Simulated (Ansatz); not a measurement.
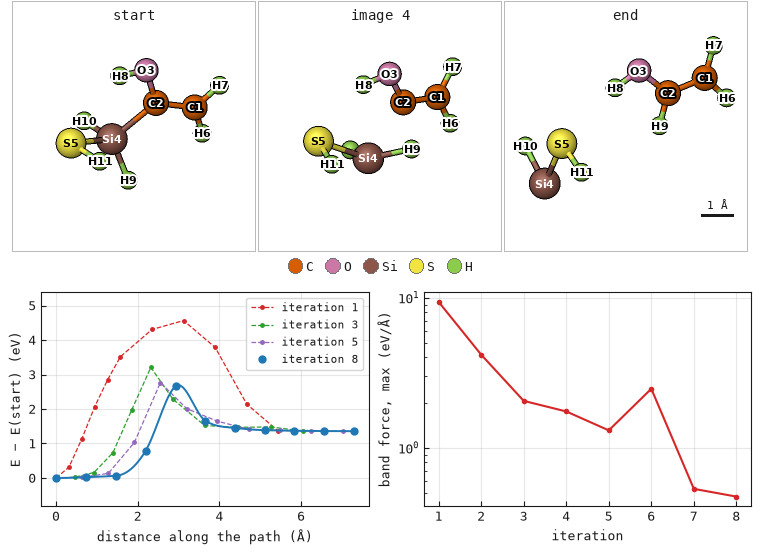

A nudged-elastic-band calculation for C2H6OSSi. Images are numbered from 0 (start) to 10 (end). The plot follows the band through its iterations. A ball-and-stick model, seen from a free direction.

Theory: RKS B3LYP/def2-SVP (Ansatz). Settings: 9 movable images; climbing image; force threshold 0.5 eV/Å; iteration limit 51; starting path through a guess of the saddle point.

Q: Did the band converge, and can the barrier be trusted?

A: The run is converged, with reservations. The band converged in 8 iterations. The largest component of the band force went from 9.4 to 0.47 eV/Å. The climbing image converged on the top of the path. Its curvatures weren't checked. The force threshold is loose. The first iteration put the highest image at 4.56 eV. The highest point, image 4, lies 2.66 eV above the start and 1.30 eV above the end; the end is at +1.36 eV relative to the start.

Cost: 3 min on 2 threads of Arm Neoverse V2 (shared host), peak memory 0.26 GiB.
